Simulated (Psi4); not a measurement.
# One shape, several levels: CHSe (SMILES [CH]=[Se])

Aim: a comparison of 3 runs (UB3LYP/def2-SVP, UB3LYP/6-31G*, UPBE0-D2/aug-cc-pV(T+d)Z) of CHSe. 

The calculation is run with Psi4 1.11.

15 further runs of the same task are left out: 13 that didn't finish, 2 set aside as unsound or not needed.

## Step 1: Starting point

The species is CHSe (3 atoms), meant as a doublet with charge 0. As SMILES, `[CH]=[Se]`. Geometry: a GFN2-xTB relaxation, a rough one for these elements and not checked as a minimum.

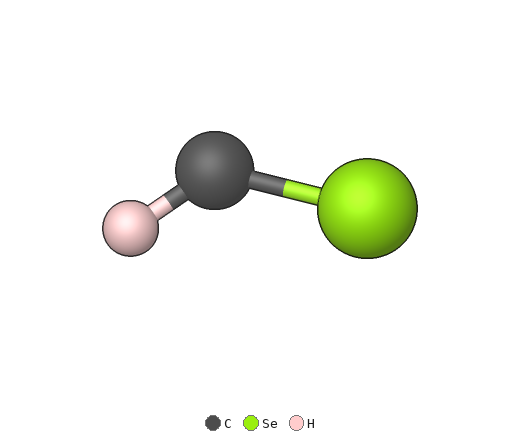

The structure, seen from a chosen angle (carbon dark grey, selenium green, hydrogen pink).

## Step 2: Energy and forces at UB3LYP/def2-SVP (run 1)

Input file job.dat:

```
memory 1600 mb

molecule geom {
  0 2
  C
  Se 1 1.695243
  H 1 1.077247 2 129.01108
  symmetry c1
}

set globals {
  basis def2-SVP
  reference uks
  puream true
  e_convergence 1e-09
  d_convergence 1e-08
  scf_type pk
  dft_radial_points 99
  dft_spherical_points 590
  maxiter 200
}

e_tot = gradient("b3lyp")
print_variables()
```

Launch:

```console
psi4 -i job.dat -o job.out -n 1
```

job.out:

```text
[...]
  Running in c1 symmetry.
[...]
  Nuclear repulsion =   73.776119784973162
[...]
  Multiplicity = 2
[...]
  Nalpha       = 21
  Nbeta        = 20
[...]
    Number of basis functions: 51
[...]
   @UKS iter   1: -2439.27691140013121   -2.07203e+00   3.59742e-02 DIIS/ADIIS
[...]
   @UKS iter  14: -2439.87131990307898   -2.72848e-12   4.24963e-09 DIIS
[...]
   @S^2 Observed:                7.561441700E-01
[...]
    Orbital Energies [Eh]
    ---------------------
    Alpha Occupied:
       1A   -453.852549     2A    -58.069598     3A    -52.136751
       4A    -52.136651     5A    -52.135348     6A    -10.256400
       7A     -7.834057     8A     -5.779161     9A     -5.778555
      10A     -5.773524    11A     -2.134011    12A     -2.132665
      13A     -2.128759    14A     -2.127968    15A     -2.126862
      16A     -0.781467    17A     -0.586349    18A     -0.418650
      19A     -0.329481    20A     -0.316263    21A     -0.206251
    Alpha Virtual:
      22A     -0.101810    23A      0.066335    24A      0.126815
      25A      0.233612    26A      0.386247    27A      0.447388
[...]
  @UKS Final Energy: -2439.87131990307898
   => Energetics <=
    Nuclear Repulsion Energy =             73.7761197849731616
    One-Electron Energy =               -3541.0231153191753037
    Two-Electron Energy =                1102.1077760387463513
    DFT Exchange-Correlation Energy =     -74.7321004076227524
    Empirical Dispersion Energy =           0.0000000000000000
    VV10 Nonlocal Energy =                  0.0000000000000000
    Total Energy =                      -2439.8713199030789838
[...]
 Multipole Moments:
 ------------------------------------------------------------------------------------
     Multipole            Electronic (a.u.)      Nuclear  (a.u.)        Total (a.u.)
 ------------------------------------------------------------------------------------
 L = 1.  Multiply by 2.5417464519 to convert [e a0] to [Debye]
 Dipole X            :          0.4747113           -0.8784126           -0.4037013
 Dipole Y            :         -4.7636905            4.7503107           -0.0133798
 Dipole Z            :          0.0000000            0.0000000            0.0000000
 Magnitude           :                                                    0.4039229
[...]
  -Total Gradient:
     Atom            X                  Y                   Z
    ------   -----------------  -----------------  -----------------
       1       -0.010031640762     0.002855033235     0.000000000004
       2       -0.001659111005     0.009975789058    -0.000000000002
       3        0.011690703933    -0.012830921240    -0.000000000002
[...]
```

Run time: 9 s. Hardware: 1 thread of Intel Xeon 6975P-C (Granite Rapids), shared host; peak memory 0.43 GiB.

## Step 3: A single-point energy at UB3LYP/6-31G(d) (Cartesian functions) (run 2)

Input file job.json:

```json
{
  "schema_name": "qcschema_input",
  "schema_version": 1,
  "molecule": {
    "schema_name": "qcschema_molecule",
    "schema_version": 2,
    "symbols": ["C", "Se", "H"],
    "geometry": [-0.68357063, 0.33266739, -0.33253511, 1.98457148, 1.19426912, 1.21709701, -1.30100085, -1.5269365, -0.8845619],
    "molecular_charge": 0,
    "molecular_multiplicity": 2,
    "fix_symmetry": "c1"
  },
  "driver": "energy",
  "model": {
    "method": "b3lyp",
    "basis": "6-31G*"
  },
  "keywords": {
    "reference": "uks",
    "puream": false,
    "e_convergence": 1e-09,
    "d_convergence": 1e-08,
    "scf_type": "pk",
    "dft_radial_points": 99,
    "dft_spherical_points": 590,
    "maxiter": 200,
    "scf_properties": ["MAYER_INDICES", "WIBERG_LOWDIN_INDICES", "DIPOLE"]
  }
}
```

Launch:

```console
psi4 --qcschema job.json -n 1 --memory 1600MB
```

stdout:

```text
[...]
  Running in c1 symmetry.
[...]
  Nuclear repulsion =   73.776123942298327
[...]
  Multiplicity = 2
[...]
  Nalpha       = 21
  Nbeta        = 20
[...]
    Number of basis functions: 52
[...]
   @UKS iter   1: -2439.21058180240243   -2.01469e+00   4.36263e-02 DIIS/ADIIS
[...]
   @UKS iter  14: -2439.90128622750763   -7.73070e-12   8.53771e-09 DIIS
[...]
   @S^2 Observed:                7.563635037E-01
[...]
    Orbital Energies [Eh]
    ---------------------
    Alpha Occupied:
       1A   -453.920452     2A    -58.115933     3A    -52.172573
       4A    -52.172536     5A    -52.171157     6A    -10.265297
       7A     -7.850297     8A     -5.792655     9A     -5.791423
      10A     -5.786481    11A     -2.127218    12A     -2.125695
      13A     -2.121856    14A     -2.120580    15A     -2.119621
      16A     -0.786243    17A     -0.593267    18A     -0.418978
      19A     -0.328743    20A     -0.315231    21A     -0.205697
    Alpha Virtual:
      22A     -0.099036    23A      0.056945    24A      0.140140
      25A      0.153695    26A      0.266718    27A      0.278824
[...]
  @UKS Final Energy: -2439.90128622750763
   => Energetics <=
    Nuclear Repulsion Energy =             73.7761239422983266
    One-Electron Energy =               -3540.5950774290449772
    Two-Electron Energy =                1101.6028099619600198
    DFT Exchange-Correlation Energy =     -74.6851427027215351
    Empirical Dispersion Energy =           0.0000000000000000
    VV10 Nonlocal Energy =                  0.0000000000000000
    Total Energy =                      -2439.9012862275076259
[...]
 Multipole Moments:
 ------------------------------------------------------------------------------------
     Multipole            Electronic (a.u.)      Nuclear  (a.u.)        Total (a.u.)
 ------------------------------------------------------------------------------------
 L = 1.  Multiply by 2.5417464519 to convert [e a0] to [Debye]
 Dipole X            :          4.3262795           -4.3359213           -0.0096417
 Dipole Y            :          1.7200542           -2.1299868           -0.4099326
 Dipole Z            :          0.0000000            0.0000000            0.0000000
 Magnitude           :                                                    0.4100460
[...]
```

The result, in JSON:

```text
{
 "driver": "energy",
 "model": {
  "method": "b3lyp",
  "basis": "6-31G*"
 },
 "success": true,
 "return_result": -2439.9012862275076,
 "properties": {
  "calcinfo_nbasis": 52,
  "calcinfo_nmo": 52,
  "calcinfo_nalpha": 21,
  "calcinfo_nbeta": 20,
  "calcinfo_natom": 3,
  "nuclear_repulsion_energy": 73.77612394229833,
  "return_energy": -2439.9012862275076,
  "scf_one_electron_energy": -3540.595077429045,
  "scf_two_electron_energy": 1101.60280996196,
  "scf_xc_energy": -74.68514270272154,
  "scf_dipole_moment": [-0.009641739380171543, -0.40993259373099633, 2.0262895192273504e-12],
  "scf_total_energy": -2439.9012862275076,
  "scf_iterations": 14
 }
}
```

Run time: 6.9 s. Hardware: 1 thread of Intel Xeon 6975P-C (Granite Rapids), shared host; peak memory 0.42 GiB.

## Step 4: A single-point energy at UPBE0-D2/aug-cc-pV(T+d)Z (ZORA, density fitting) (run 3)

Input file chse.py:

```python
import psi4

psi4.set_memory('1600 MB')
psi4.set_num_threads(1)
psi4.core.set_output_file('output.dat', False)

m = psi4.geometry("""
0 2
C
Se 1 1.695243
H 1 1.077247 2 129.01108
""")

psi4.set_options({
    'basis': 'aug-cc-pV(T+d)Z',
    'reference': 'uks',
    'relativistic': 'zora',
})

e_tot = psi4.energy('pbe0-d2')
print(f'total energy {e_tot:.8f} hartree = {e_tot * 27.211386:.5f} eV')
```

Launch:

```console
python chse.py
```

output.dat:

```text
[...]
  Running in cs symmetry.
[...]
  Nuclear repulsion =   73.776119784973162
[...]
  Multiplicity = 2
[...]
  Nalpha       = 21
  Nbeta        = 20
[...]
    Number of basis functions: 128
[...]
   @DF-UKS iter   1: -2479.49331431742712   -2.24644e+00   1.76536e-02 DIIS/ADIIS
[...]
   @DF-UKS iter  12: -2480.07892201216600   -7.37236e-08   2.83770e-07 DIIS
[...]
   @S^2 Observed:                7.602097119E-01
[...]
    Orbital Energies [Eh]
    ---------------------
    Alpha Occupied:
       1Ap  -468.440215     2Ap   -60.079407     1App  -53.046510
       3Ap   -53.046280     4Ap   -53.044993     5Ap   -10.319285
       6Ap    -8.174506     2App   -5.919366     7Ap    -5.919331
       8Ap    -5.914548     9Ap    -2.131211     3App   -2.129964
      10Ap    -2.126332     4App   -2.125993    11Ap    -2.124656
      12Ap    -0.817155    13Ap    -0.616900    14Ap    -0.434971
      15Ap    -0.347247     5App   -0.329558    16Ap    -0.223568
    Alpha Virtual:
       6App   -0.102946    17Ap    -0.000139    18Ap     0.014084
      19Ap     0.041728     7App    0.045429    20Ap     0.058033
[...]
  @DF-UKS Final Energy: -2480.07892201216600
   => Energetics <=
    Nuclear Repulsion Energy =             73.7761197849731616
    One-Electron Energy =               -3584.5155841469299958
    Two-Electron Energy =                1100.6278518316321424
    DFT Exchange-Correlation Energy =     -69.9671414106156959
    Empirical Dispersion Energy =          -0.0001680712257249
    VV10 Nonlocal Energy =                  0.0000000000000000
    Total Energy =                      -2480.0789220121660037
[...]
 Multipole Moments:
 ------------------------------------------------------------------------------------
     Multipole            Electronic (a.u.)      Nuclear  (a.u.)        Total (a.u.)
 ------------------------------------------------------------------------------------
 L = 1.  Multiply by 2.5417464519 to convert [e a0] to [Debye]
 Dipole X            :          0.5145286           -0.8784126           -0.3638840
 Dipole Y            :         -4.7314350            4.7503107            0.0188758
 Dipole Z            :          0.0000000            0.0000000            0.0000000
 Magnitude           :                                                    0.3643732
[...]
```

On the terminal:

```text
total energy -2480.07892201 hartree = -67486.38486 eV
```

Run time: 30 s. Hardware: 1 thread of Intel Xeon 6975P-C (Granite Rapids), shared host; peak memory 0.93 GiB.

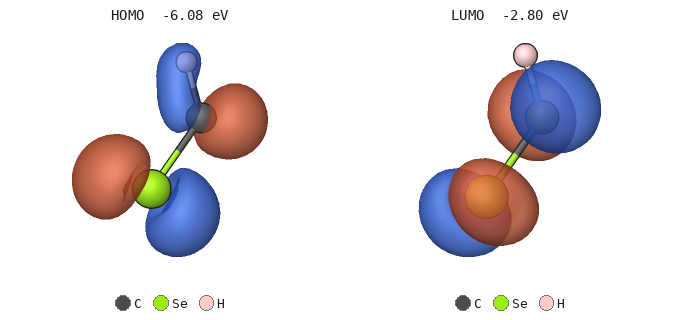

Frontier orbitals of this run (spin up), surfaces at ±0.2 Å^-3/2.

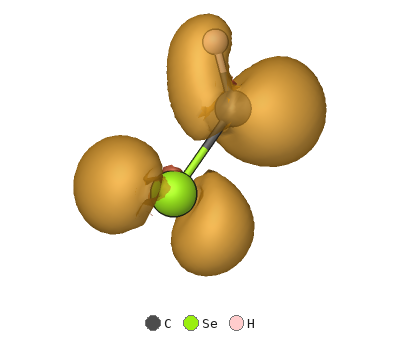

Spin density, surfaces at ±0.03 e/Å³.

## Step 5: All runs side by side

| run | level | task | Cartesian functions | energy (Eh) | dipole moment (D) | HOMO energy (eV) | LUMO energy (eV) | wall time |
| --- | --- | --- | --- | --- | --- | --- | --- | --- |
| 1 | UB3LYP/def2-SVP | gradient | no | -2439.871320 | 1.03 | -5.61 | -2.77 | 9 s |
| 2 | UB3LYP/6-31G* (Cartesian functions) | energy | yes | -2439.901286 | 1.04 | -5.60 | -2.69 | 6.9 s |
| 3 | UPBE0-D2/aug-cc-pV(T+d)Z (ZORA, density fitting) | energy | no | -2480.078922 | 0.93 | -6.08 | -2.80 | 30 s |

## Step 6: Results

| quantity | value |
| --- | --- |
| run 3: total energy | -2480.07892 Eh |
| run 3: dipole moment | 0.93 D |
| run 3: HOMO energy (highest over α and β) | -6.08 eV |
| run 3: LUMO energy (lowest over α and β) | -2.80 eV |
| run 3: dispersion energy | -0.44 kJ/mol |
| run 3: ⟨S²⟩ | 0.760 |

What this shows: The dipole moment (its size) runs from 0.93 D (UPBE0-D2/aug-cc-pV(T+d)Z) to 1.04 D (UB3LYP/6-31G*). The two ends differ in method and basis and Hamiltonian. Totals of different functionals can't be ranked against each other. Some runs of one species differ in core potentials or relativity; totals across that change don't compare. All runs together took 46 s, the longest 30 s.
